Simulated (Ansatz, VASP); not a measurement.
# Cross-check of PtS2 between VASP and Ansatz

Wanted: the spread between two codes on one cell, functional and k mesh.

Calculated with Ansatz 0.2.0; plane waves, with VASP 6.6.1 beside it; band structure at HSE06, spin-orbit coupling.

## Step 1: The structure

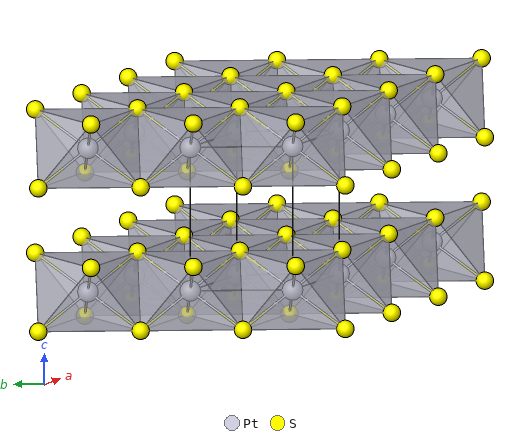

Start, viewed from a free direction; platinum light grey, sulfur yellow. 3×2×1 cells are drawn. Some periodic images of atoms are drawn too.

Coordinates:

```xyz
3
Lattice="3.5432 0.0000 0.0000 -1.7716 3.0685 0.0000 0.0000 0.0000 5.0388" Properties=species:S:1:pos:R:3 pbc="T T T"
Pt    0.0000    0.0000    0.0000
S     1.7716    1.0228    3.8355
S     0.0000    2.0457    1.2033
```

## Step 2: VASP: band structure, HSE06, spin-orbit coupling

Levels along a path test the potential and the projectors away from the mesh points.

Lines of VASP's logs that name or quote its potential files are left out, and so is its time.

File INCAR:

```
SYSTEM = PtS2
PREC = Accurate
ENCUT = 350
EDIFF = 1E-06
NELM = 100
ISMEAR = 0
SIGMA = 0.03
LREAL = .FALSE.
ALGO = Normal
LHFCALC = .TRUE.
AEXX = 0.25
GGA = PE
HFSCREEN = 0.2
LASPH = .TRUE.
LNONCOLLINEAR = .TRUE.
MAGMOM = 0 0 0 0 0 0 0 0 0
NBANDS = 34
GGA_COMPAT = .FALSE.
LSORBIT = .TRUE.
LMAXMIX = 4
PRECFOCK = Fast
LORBIT = 11
LWAVE = .FALSE.
LCHARG = .FALSE.
KPAR = 4
```

File POSCAR:

```
PtS2
1.0
    3.5432000000      0.0000000000      0.0000000000
   -1.7716000000      3.0685012107      0.0000000000
    0.0000000000      0.0000000000      5.0388000000
Pt S
1 2
Direct
    0.0000000000      0.0000000000      0.0000000000
    0.6666666667      0.3333333333      0.7611866065
    0.3333333333      0.6666666667      0.2388133935
```

File KPOINTS:

```
Automatic mesh
0
Gamma
5 5 3
0 0 0
```

File KPOINTS_OPT:

```
Line mode
10
Line-mode
Reciprocal
  0.00000000   0.00000000   0.00000000 GAMMA
  0.50000000   0.00000000   0.00000000 M

  0.50000000   0.00000000   0.00000000 M
  0.33333333   0.33333333   0.00000000 K

  0.33333333   0.33333333   0.00000000 K
  0.00000000   0.00000000   0.00000000 GAMMA

  0.00000000   0.00000000   0.00000000 GAMMA
  0.00000000   0.00000000   0.50000000 A

  0.00000000   0.00000000   0.50000000 A
  0.50000000   0.00000000   0.50000000 L

  0.50000000   0.00000000   0.50000000 L
  0.33333333   0.33333333   0.50000000 H

  0.33333333   0.33333333   0.50000000 H
  0.00000000   0.00000000   0.50000000 A

  0.50000000   0.00000000   0.50000000 L
  0.50000000   0.00000000   0.00000000 M

  0.33333333   0.33333333   0.00000000 K
  0.33333333   0.33333333   0.50000000 H
```

PAW data sets: Pt and S (PBE family, release 64).

Run with:

```bash
$ mpirun -np 4 vasp_ncl
```

Numbers of over 12 decimals in the logs are rounded to 6 here.

What it wrote:

```text
[banner, memory and clock lines left out]
running    4 mpi-ranks, on    1 nodes
 distrk:  each k-point on    1 cores,    4 groups
 distr:  one band on    1 cores,    1 groups

 POSCAR found type information on POSCAR PtS
 POSCAR found :  2 types and       3 ions
 LDA part: xc-table for (Slater+PW92), standard interpolation
 found WAVECAR, reading the header
 POSCAR, INCAR and KPOINTS ok, starting setup
 FFT: planning ... GRIDC
 FFT: planning ... GRID_SOFT
 FFT: planning ... GRID
 reading WAVECAR
 the WAVECAR file was read successfully
 initial charge from wavefunction
 entering main loop
       N       E                     dE             d eps       ncg     rms          rms(c)
DAV:   1    -0.190702961580E+02   -0.19070E+02   -0.10887E+00   838   0.942E+00    0.288E+00
DAV:   2    -0.190941454437E+02   -0.23849E-01   -0.71535E-02   944   0.202E+00    0.211E+00
DAV:   3    -0.190939674643E+02    0.17798E-03   -0.32554E-03   956   0.453E-01    0.132E+00
DAV:   4    -0.190932316532E+02    0.73581E-03   -0.88427E-04   942   0.278E-01    0.786E-01
DAV:   5    -0.190930575901E+02    0.17406E-03   -0.27303E-04   926   0.120E-01    0.450E-01
DAV:   6    -0.190929968318E+02    0.60758E-04   -0.56977E-05   954   0.738E-02    0.259E-01
DAV:   7    -0.190929841016E+02    0.12730E-04   -0.17357E-05   946   0.313E-02    0.148E-01
DAV:   8    -0.190929813957E+02    0.27059E-05   -0.38795E-06   928   0.154E-02    0.857E-02
DAV:   9    -0.190929815396E+02   -0.14390E-06   -0.13193E-06   740   0.917E-03
   1 F= -.19092982E+02 E0= -.19092982E+02  d E =-.157388E-13  mag=    -0.0000    -0.0000     0.0000
 Start KPOINTS_OPT (optional k-point list driver)
k-point batch [1-12\90]
       N       E                     dE             ncg
DAV:   1     0.152958278194E+04   -0.22887E+04      832
DAV:   2     0.758156664248E+02   -0.14538E+04      958
DAV:   3    -0.420453817196E+02   -0.11786E+03      932
DAV:   4    -0.448192861106E+02   -0.27739E+01      954
DAV:   5    -0.448623630823E+02   -0.43077E-01      952
DAV:   6    -0.448632717045E+02   -0.90862E-03     1006
DAV:   7    -0.448632933337E+02   -0.21629E-04      942
DAV:   8    -0.448632940216E+02   -0.68791E-06      754
[...]
k-point batch [85-90\90]
       N       E                     dE             ncg
DAV:   1     0.455872935983E+04   -0.34439E+04      424
DAV:   2     0.387151331472E+04   -0.68722E+03      452
DAV:   3     0.382163100622E+04   -0.49882E+02      494
DAV:   4     0.382043763079E+04   -0.11934E+01      478
DAV:   5     0.382041963258E+04   -0.17998E-01      472
DAV:   6     0.382041925392E+04   -0.37866E-03      486
DAV:   7     0.382041924489E+04   -0.90375E-05      468
DAV:   8     0.382041924464E+04   -0.24948E-06      380
```

OUTCAR, selected parts (step 2):

```text
ion  position               nearest neighbor table
   1  0.000  0.000  0.000-   2 2.37   3 2.37   2 2.37   3 2.37   2 2.37   3 2.37
   2  0.667  0.333  0.761-   1 2.37   1 2.37   1 2.37
   3  0.333  0.667  0.239-   1 2.37   1 2.37   1 2.37

  LATTYP: Found a hexagonal cell.
 ALAT       =     3.5432000000
 C/A-ratio  =     1.4221043125

 Subroutine GETGRP returns: Found 12 space group operations
 (whereof 12 operations were pure point group operations)

The static configuration has the point symmetry D_3d.

 Found     12 irreducible k-points:

   k-points           NKPTS =     12   k-points in BZ     NKDIM =     75   number of bands    NBANDS=     34

   dimension x,y,z NGX =    24 NGY =   24 NGZ =   32
   dimension x,y,z NGXF=    48 NGYF=   48 NGZF=   64

   ENCUT  =  350.0 eV  25.72 Ry    5.07 a.u.   5.40  5.40  7.69*2*pi/ulx,y,z

   NELECT =      22.0000    total number of electrons

 k-points in reciprocal lattice and weights: Automatic mesh
   0.00000000  0.00000000  0.00000000       0.013
   0.20000000  0.00000000  0.00000000       0.080
   0.40000000  0.00000000  0.00000000       0.080
   0.20000000  0.20000000  0.00000000       0.080
   0.40000000  0.20000000  0.00000000       0.080
   0.00000000  0.00000000  0.33333333       0.027
   0.20000000  0.00000000  0.33333333       0.080
   0.00000000  0.20000000  0.33333333       0.080
   0.40000000  0.00000000  0.33333333       0.080
   0.00000000  0.40000000  0.33333333       0.080
   0.20000000  0.20000000  0.33333333       0.160
   0.40000000  0.20000000  0.33333333       0.160

  exchange ACFDT corr.  =         0.00000000  see jH, gK, PRB 81, 115126

 average (electrostatic) potential at core
       1 -63.5320       2 -81.8592       3 -81.8592

 E-fermi :   6.5227

 k-point     1 :       0.0000    0.0000    0.0000
  band No.  band energies     occupation
    ...
     18       4.9881      1.00000
     19       5.2244      1.00000
     20       5.2244      1.00000
     21       6.3777      1.00000
     22       6.3777      1.00000
     23       8.9643      0.00000
     24       8.9643      0.00000
     25       9.3176      0.00000
     26       9.3176      0.00000
     27      11.6797      0.00000
    ...

 k-point     2 :       0.2000    0.0000    0.0000
  band No.  band energies     occupation
    ...
     18       4.3611      1.00000
     19       4.8544      1.00000
     20       4.8544      1.00000
     21       5.7965      1.00000
     22       5.7965      1.00000
     23       8.4879      0.00000
     24       8.4879      0.00000
     25       9.1439      0.00000
     26       9.1439      0.00000
     27      12.9990      0.00000
    ...

 k-point     3 :       0.4000    0.0000    0.0000
  band No.  band energies     occupation
    ...
     18       2.9518      1.00000
     19       3.5056      1.00000
     20       3.5056      1.00000
     21       4.0789      1.00000
     22       4.0789      1.00000
     23       8.6122      0.00000
     24       8.6122      0.00000
     25       9.6518      0.00000
     26       9.6518      0.00000
     27      12.6654      0.00000
    ...

  energy-cutoff  :      350.00
  volume of cell :       54.78
      direct lattice vectors                 reciprocal lattice vectors
     3.543200000  0.000000000  0.000000000     0.282230752  0.162946001  0.000000000
    -1.771600000  3.068501211  0.000000000     0.000000000  0.325892001  0.000000000
     0.000000000  0.000000000  5.038800000     0.000000000  0.000000000  0.198459951

 POSITION                                       TOTAL-FORCE (eV/Angst)
 -----------------------------------------------------------------------------------
      0.00000      0.00000      0.00000         0.000000      0.000000      0.000000
      1.77160      1.02283      3.83547         0.000000     -0.000000     -0.009334
     -0.00000      2.04567      1.20333        -0.000000     -0.000000      0.009334
 -----------------------------------------------------------------------------------
    total drift:                               -0.000000      0.000000     -0.000000

  FREE ENERGIE OF THE ION-ELECTRON SYSTEM (eV)
  ---------------------------------------------------
  free  energy   TOTEN  =       -19.0929815396 eV

  energy  without entropy=      -19.0929815396  energy(sigma->0) =      -19.09298154

 Spin-Orbit-Coupling matrix elements
 Ion:    1  E_soc:     -0.8172982
 Ion:    2  E_soc:      0.0014001
 Ion:    3  E_soc:      0.0014001

 total charge
# of ion       s       p       d       tot
------------------------------------------
    1        0.754   0.850   7.981   9.584
    2        1.355   2.299   0.000   3.655
    3        1.355   2.299   0.000   3.655
--------------------------------------------------
tot          3.464   5.449   7.981  16.893

 magnetization (x)
# of ion       s       p       d       tot
------------------------------------------
    1        0.000   0.000   0.000   0.000
    2       -0.000   0.000   0.000  -0.000
    3       -0.000   0.000   0.000  -0.000
--------------------------------------------------
tot         -0.000   0.000   0.000  -0.000

 magnetization (y)
# of ion       s       p       d       tot
------------------------------------------
    1        0.000   0.000   0.000   0.000
    2        0.000  -0.000   0.000  -0.000
    3        0.000  -0.000   0.000  -0.000
--------------------------------------------------
tot          0.000  -0.000   0.000  -0.000

 magnetization (z)
# of ion       s       p       d       tot
------------------------------------------
    1        0.000   0.000   0.000   0.000
    2        0.000   0.000   0.000   0.000
    3        0.000   0.000   0.000   0.000
--------------------------------------------------
tot          0.000   0.000   0.000   0.000

[... 3 further parts left out ...]
```

(Part 1 of 2 ends here.)

[Lines on the potential files, build, host, timing and source positions are cut from VASP's logs without a mark.]

[Logs are printed without paths, hosts, clocks, repeated set-up lines and the standing remarks that a program may print on its own settings, such as how far it seeks lower states.]

[Hosts, paths, dates, database ids (printed as entryN), source tags and the programs' standing remarks are cut or masked in the printed files.]
